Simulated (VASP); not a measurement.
Band structure of Ni (fcc). Computed with AM05 GGA, VASP's PBE PAW potentials (set 64) (plane waves; VASP).

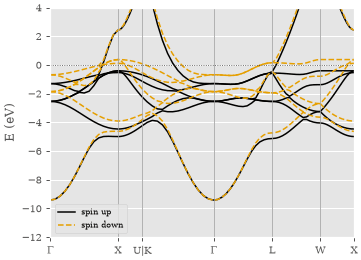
Fig. 1. Bands along high-symmetry lines, zero at the valence-band maximum or, without a gap, the Fermi level

Read the plot: is there a gap, and where are the band edges?

It has no gap at this level: it comes out as a metal or semimetal. (Edges off the drawn lines would not show.)

The compound is Ni in the fcc structure. It was relaxed first, which changed the volume by -5 %.
